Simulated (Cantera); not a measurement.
Charge: 1 mol Nb2O5, 11 mol H2, 0.093 mol H2O, at 1000 Pa.

Equilibrium computed with Cantera from the NASA thermochemical tables; the gas is ideal and each condensed phase is pure. Candidate condensed phases: H2O, Nb, NbO, NbO2, Nb2O5; 12 gas species. Mutual solubility and eutectic melting of coexisting phases are not modelled. Condensed phases not in the tables: the oxides between NbO2 and Nb2O5. Rates play no part.

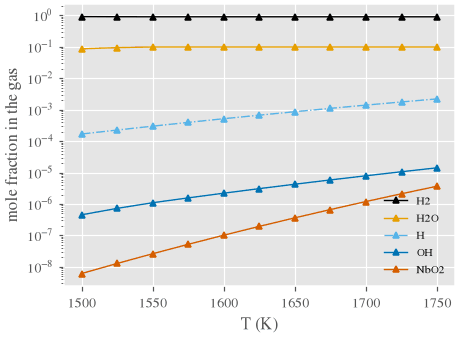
Figure: Equilibrium gas composition (values under 1e-9 drawn at 1e-9)

Q: Read off the mole fractions at 1625 K.

A: H2 about 0.90, H2O about 0.098, H about 0.00067, OH about 3.1e-6, NbO2 about 1.9e-7.
